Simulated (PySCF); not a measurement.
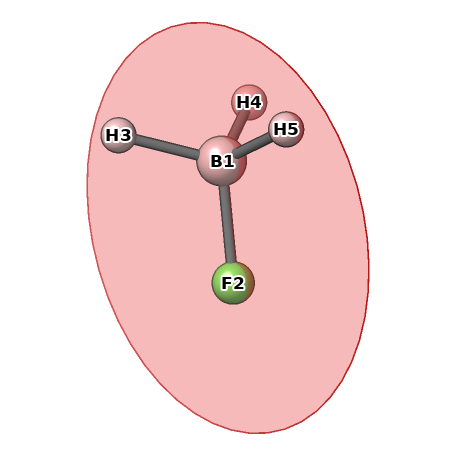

A disc through the centre of mass is drawn in. Distant atoms are faded towards the background colour. Charge −1, singlet. The geometry was computed by an optimisation with PBE0-D3(BJ)/def2-SVP. No frequency run is at hand to confirm it as a minimum.

Question: Is the plane of the disc a mirror plane of the structure?

Answer: Yes. The reflection leaves B1, F2, H5 in place and moves H3 ↔ H4. The point group is C3v.
